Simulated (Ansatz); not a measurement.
# What VInS3 (model cell, started as cubic perovskite with V in the octahedra) distorts into, part 3 of 3

Aim: this structure of VInS3 (model cell, started as cubic perovskite with V in the octahedra) is to be tested for unstable modes, and one is followed downhill.

Ansatz 0.2.0; DFT PBEsol, scalar-relativistic, plane waves, PAW; PAW set soft_1.

So far. Step 4 (The mode frozen in, largest atomic shift 0.6 Å): The run ends at a pressure of -3.51 GPa, with forces up to 0.26 eV/Å. Step 5 (Energy along the mode, all amplitudes (two of the runs …): The lowest of the steps tried is the last one, at 0.6 Å, 109 meV/atom below the parent; the bottom of the well need not coincide with a step.

The structure was built from a prototype and need not be the compound's stable phase.

## 7. The new phase in its own primitive cell

The relaxed structure is symmetrised, reduced to its primitive cell and relaxed tightly, as its phonons need.

Input file input.yaml:

```yaml
crystal:
  lattice:
    - [5.9955298669, 0.0, 0.0]
    - [0.0, 5.9955298669, 0.0]
    - [0.0, 0.0, 4.991271198]
  atoms:
    - { symbol: In, position: [0.5, 0.0, 0.0] }
    - { symbol: In, position: [0.0, 0.5, 0.0] }
    - { symbol: V, position: [0.0, 0.0, 0.5] }
    - { symbol: V, position: [0.5, 0.5, 0.5] }
    - { symbol: S, position: [0.1586830546, 0.6586830546, 0.5] }
    - { symbol: S, position: [0.8413169454, 0.3413169454, 0.5] }
    - { symbol: S, position: [0.3413169454, 0.1586830546, 0.5] }
    - { symbol: S, position: [0.6586830546, 0.8413169454, 0.5] }
    - { symbol: S, position: [0.0, 0.0, 0.0] }
    - { symbol: S, position: [0.5, 0.5, 0.0] }
kpoints:
  mp_grid: { grid: [6, 6, 8] }
hamiltonian:
  xc: pbesol
  pseudopotentials: { kind: paw, azcp: { folder: soft_1 }, xc_functional: pbe }
scf:
  occupations: { method: methfessel_paxton, width: 0.2 }
output:
  forces: true
  stress: true
  eigenvalues: true
relax:
  adjacent_minimum: "off"
  f_tol: 0.001
  max_steps: 60
  cell: { stress_tol: 0.01 }
```

Started as:

```console
$ ansatz run input.yaml --threads 4 --pin off --max-ram 16384MiB --backend cpu --events-out ev --progress --plain --runs-dir out
```

Numbers of over 12 decimals in the logs are rounded to 6 here.

What it wrote:

```text
[...]
Crystal: 10 atoms, lattice volume = 179.418 Å³
Basis set: ecut = 420 eV, 3477 PW (Γ), exchange–correlation on 90×90×72 points (8 copies of the dense FFT grid, shifted against one another)
Bands: 54, of which v1, the nominal top of the filled ones, is band 44 counted from 1 (43 counted from 0)
Symmetry: 16 space group operations
[...]
k-points: 50 of 288
[...]
- { symbol: In, position: [0.0, 0.5, 0.0] }
    - { symbol: V, position: [0.0, 0.0, 0.500000] }
    - { symbol: V, position: [0.5, 0.5, 0.500000] }
    - { symbol: S, position: [0.1586830546, 0.6586830546, 0.500000] }
    - { symbol: S, position: [0.841317, 0.341317, 0.500000] }
    - { symbol: S, position: [0.341317, 0.1586830546, 0.500000] }
    - { symbol: S, position: [0.6586830546, 0.841317, 0.500000] }
    - { symbol: S, position: [0.0, 0.0, 0.0] }
    - { symbol: S, position: [0.5, 0.5, 0.0] }
[key lines of the parts left out:]
SCF converged after 7 iterations
Free energy (F): -22136.411217 eV
Fermi energy:    10.016329 eV
P = ⅓ Tr σ = 0.0015 GPa (0.015 kbar)
```

The job ended after 22 s (4 threads of Arm Neoverse V1, shared host; peak memory 0.79 GiB; 88 s of CPU time).

Little changed from the start: no atom moved by 0.005 Å and no cell edge by 0.1 %.

This step gave:

```
pressure : 0.001477 GPa
```

The largest force component left is 0.14 meV/Å and the pressure is 0.001 GPa, within the tolerances set. The cell now holds 17.94 Å³/atom.

## 8. Modes of the new phase, k-mesh 6×6×8

A relaxed structure may still be a saddle point, so its zone-centre modes are computed. No field response is asked, since the mesh shows no gap.

Changes to input.yaml since step 7:

```diff
@@ -24,9 +24,4 @@
 output:
-  forces: true
-  stress: true
   eigenvalues: true
-relax:
-  adjacent_minimum: "off"
-  f_tol: 0.001
-  max_steps: 60
-  cell: { stress_tol: 0.01 }
+phonons:
+  method: dfpt
```

What it wrote:

```text
zone centre: on kpoints.mp_grid the ground state, and the responses unless they are solved on pairs of k-points, stand on 100 of the mesh's 288 k-points, reduced under 2 symmetry operations, with k and −k counted as one. Each operation leaves every solved displacement unchanged or reverses it
[...]
Crystal: 10 atoms, lattice volume = 179.418 Å³
Basis set: ecut = 420 eV, 3477 PW (Γ), exchange–correlation on 96×96×72 points (8 copies of the dense FFT grid, shifted against one another)
Bands: 54, of which v1, the nominal top of the filled ones, is band 44 counted from 1 (43 counted from 0)
Symmetry: 16 space group operations
k-points: 100 of 288 (irreducible under 2 space group operations, time reversal used)
[...]
SCF iter   1: F=—  HF=-22141.127013 eV  |F-HF|=—  |Δ(HF+E_count)|=         —  Δρ=1.40e-1  dr2=6.34e1  ethr=3.10e-3  ⟨swp⟩=7.4  Hψ=22594  notcnv=0
[...]
SCF iter  13: F=-22136.411217 eV  HF=-22136.411217 eV  |F-HF|=0.00e0  |Δ(HF+E_count)|=  7.28e-12  S|Δr|=    0.00e0  Δρ=2.75e-8  dr2=1.52e-12  ethr=1.00e-12  ⟨swp⟩=12.6  Hψ=29528  notcnv=0
SCF 1 converged in 13 iterations: F = -22136.411217 eV  dr2 = 1.52e-12
[...]
DFPT response loops at Γ: preconditioner auto → Kerker (q_TF=auto, 2.423 Å⁻¹) (partly filled bands, converged f_vac=0.000); β = 1.00, the filter's whole step (`scf.mixing.beta` (0.50) is not read by the response loops under this deck's `scf.mixing.preconditioner`; to damp them name `kerker` or `kerker_dos`, under which they read `scf.mixing.beta`, and type it under 1.00, their step now; both keys bind the ground state too); Broyden in place of MSR1
SCF converged after 13 iterations
[...]
Free energy (F): -22136.411217 eV
[...]
Internal energy: -22136.423248 eV  (E = F + TS)
E sigma→0 (E₀):  -22136.414225 eV
Entropy (-TS):   0.012031 eV (1.203 meV/atom)
Fermi energy:    10.016329 eV
[...]
--- Band table (eV; the first three rows and the last of 100) ---
  k-point 0: bands = [... 40 lower, 8.0862, 8.5125, 9.3699, 9.3699, 9.6284, 10.0490, 10.3267, 10.3267, ... 6 higher]
  k-point 1: bands = [... 40 lower, 8.3447, 8.6971, 9.6297, 9.6379, 9.6379, 10.0488, 10.3421, 10.3421, ... 6 higher]
  k-point 2: bands = [... 40 lower, 9.2168, 9.2604, 9.6328, 10.0481, 10.0928, 10.0928, 10.3816, 10.3816, ... 6 higher]
  k-point 99: bands = [... 40 lower, 8.6942, 8.6942, 9.7848, 9.7848, 10.7346, 10.7346, 10.9823, 10.9823, ... 6 higher]
--- Phonons (Γ-DFPT): 8 representative perturbations + reference, on 100 of 288 k-points (Σ response iterations 26) ---
  k mesh reduced under 2 symmetry operations, with k and −k counted as one. Each operation leaves every solved displacement unchanged or reverses it
  ASR residual: 6.905e-5 → 0.000e0 eV/Å²; symmetrization residual: 1.742e-5 eV/Å²
  ASR residual per site (eV/Å²): 2.89e-5 2.89e-5 3.57e-5 3.57e-5 3.25e-5 3.25e-5 3.25e-5 3.25e-5 6.91e-5 6.91e-5
  Γ frequencies (cm⁻¹): -135.37 -1.35 -1.35 0.00 0.00 0.00 33.64 44.92 44.92 69.47 103.82 103.82 113.77 127.97 127.97 150.75 150.75 168.74 206.82 216.62 216.62 228.52 276.85 282.29 286.92 286.92 338.43 338.43 361.62 433.43
  non-analytic LO–TO correction: not included (Born effective charges unavailable; polar crystals: no LO–TO splitting at Γ)
```

Run time: 5.8 min. Hardware: 4 threads; peak memory 3.2 GiB; 23 min of CPU time.

Numbers from this step:

- sum-rule residual before enforcement: 6.91e-5 eV/Å²
- point group: 4/mmm
- highest optical mode at the zone centre (no LO-TO term): 433.4 cm⁻¹
- lowest optical zone-centre mode: -135.4 cm⁻¹

Patterns of degenerate modes are one choice out of their space. The modes at Γ (shares of kinetic energy by element, %) (negative means imaginary):

| mode | frequency (cm⁻¹) | symmetry | In % | V % | S % |
| --- | --- | --- | --- | --- | --- |
| 1 | -135.4 | A1u | 0 | 76 | 24 |
| 2 | -1.4 | Eu | 76 | 7 | 17 |
| 3 | -1.4 | Eu | 76 | 7 | 17 |
| 4 | 0.0 | acoustic | 44 | 19 | 37 |
| 5 | 0.0 | acoustic | 44 | 19 | 37 |
| 6 | 0.0 | acoustic | 44 | 19 | 37 |
| 7 | 33.6 | A2u | 1 | 62 | 37 |
| 8 | 44.9 | Eu | 68 | 3 | 29 |
| 9 | 44.9 | Eu | 68 | 3 | 29 |
| 10 | 69.5 | B1u | 89 | 0 | 11 |
| 11 | 103.8 | Eu | 4 | 6 | 91 |
| 12 | 103.8 | Eu | 4 | 6 | 91 |
| 13 | 113.8 | A2u | 52 | 12 | 37 |
| 14 | 128.0 | Eu | 7 | 11 | 82 |
| 15 | 128.0 | Eu | 7 | 11 | 82 |
| 16 | 150.8 | Eg | 0 | 0 | 100 |
| 17 | 150.8 | Eg | 0 | 0 | 100 |
| 18 | 168.7 | A1u | 0 | 24 | 76 |
| 19 | 206.8 | B1u | 11 | 0 | 89 |
| 20 | 216.6 | Eu | 0 | 27 | 73 |
| 21 | 216.6 | Eu | 0 | 27 | 73 |
| 22 | 228.5 | A1g | 0 | 0 | 100 |
| 23 | 276.9 | A2u | 3 | 7 | 90 |
| 24 | 282.3 | B2g | 0 | 0 | 100 |
| 25 | 286.9 | Eu | 1 | 90 | 9 |
| 26 | 286.9 | Eu | 1 | 90 | 9 |
| 27 | 338.4 | Eu | 0 | 37 | 63 |
| 28 | 338.4 | Eu | 0 | 37 | 63 |
| 29 | 361.6 | B1g | 0 | 0 | 100 |
| 30 | 433.4 | A2g | 0 | 0 | 100 |

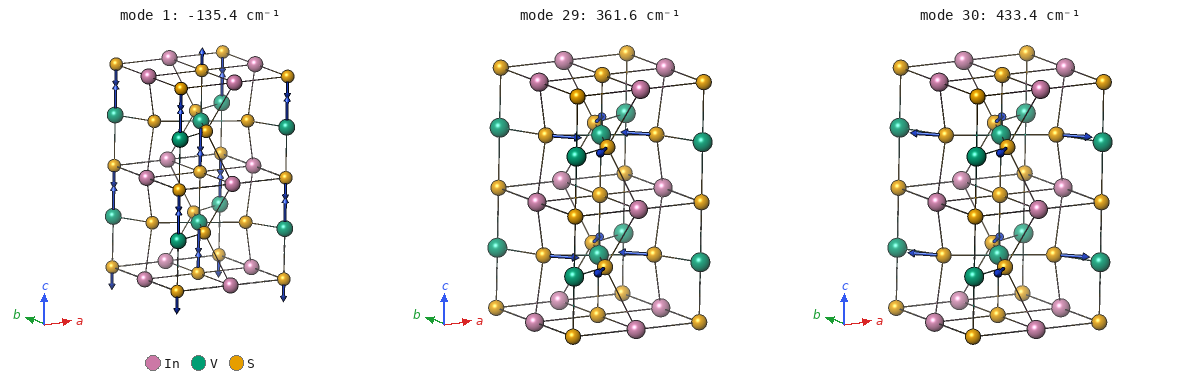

Displacement patterns of modes 1, 29 and 30 at Γ; arrows are exaggerated. 1×1×2 cells are drawn. Some periodic images of atoms are drawn too.

Before it was imposed, the acoustic sum rule was missed by 6.9e-5 eV/Å². Small misses are needed for a sound result but don't prove that mesh and cutoff are converged. The lowest optical mode is imaginary, 135.4i cm⁻¹, so the energy falls along it.

## 9. The phases reached

The phases reached along the modes that were followed are set side by side.

Energies are those of the first relaxation, on the mesh of the frozen mode; space group, volume and gap are those of the last relaxation. Phases, by row:

| mode frozen in | space group | energy from parent (meV/atom) | volume (Å³/atom) | gap on mesh (eV) | lowest zone-centre optical mode (cm⁻¹) | largest shift (Å) |
| --- | --- | --- | --- | --- | --- | --- |
| parent | Pm-3m | 0 | 19.2 | 0 | – | – |
| q = (-0.5, -0.5, -0.5), 170i cm⁻¹ | I4/mmm | -0.26 | 19.22 | 0 | -148.8 | 0.035 |
| q = (-0.5, -0.5, -0.5), 170i cm⁻¹ | I4/mcm | -0.27 | 19.22 | 0 | -148.2 | 0.031 |
| q = (-0.5, -0.5, -0.5), 170i cm⁻¹ | I4/mmm | -0.27 | 19.22 | 0 | -148.8 | 0.035 |
| q = (0, -0.5, -0.5), 157i cm⁻¹ | P4/mbm | -146.2 | 17.94 | 0 | -135.4 | 0.774 |

## 10. What came out

* unstable mode of the parent: q = (0, -0.5, -0.5), 157i cm⁻¹
* depth at the lowest point sampled: 109 meV/atom
* largest atomic shift at that point: 0.6 Å
* space group reached (within 0.01 Å): P4/mbm
* energy gained over the parent (first relaxation, on the mesh of the frozen mode): 146 meV/atom
* volume per atom, phase reached: 17.9 Å³
* lowest optical zone-centre mode, phase reached: -135 cm⁻¹
* highest optical mode at the zone centre (no LO-TO term), phase reached: 433 cm⁻¹

In words: Along this mode the structure falls into P4/mbm, 146 meV/atom below the parent. At the parent's cell the well is 109.2 meV/atom deep on the steps tried, with its lowest point at a shift of 0.6 Å. That is the last step tried, so the steps alone don't bracket the bottom of the well. Relaxing atoms and cell changes the gain by +36.90 meV/atom against the lowest step (energies at zero smearing). The new phase still has an imaginary mode at the zone centre of its cell, so it is a saddle point on the way to a lower structure. Of the 4 patterns followed to their end from this parent, this one reaches the lowest energy. Each path keeps the symmetry of its pattern, so a lower phase may lie along a pattern not tried. With no gap, or one that is small against the smearing, the frequencies hang on the k mesh and the smearing, most of all near Kohn anomalies. The phonon runs are without spin polarisation, although V often carries a moment. The PAW files were made for PBE and serve the other functionals too. A phonon run warned that its eigensolver left some bands unconverged in a pass. The starting cell was built on a prototype and not taken from a measurement, so the phase need not exist.

[Logs are printed without paths, hosts, clocks, repeated set-up lines and the standing remarks that a program may print on its own settings, such as how far it seeks lower states.]

[Hosts, paths, dates, database ids (printed as entryN), source tags and the programs' standing remarks are cut or masked in the printed files.]
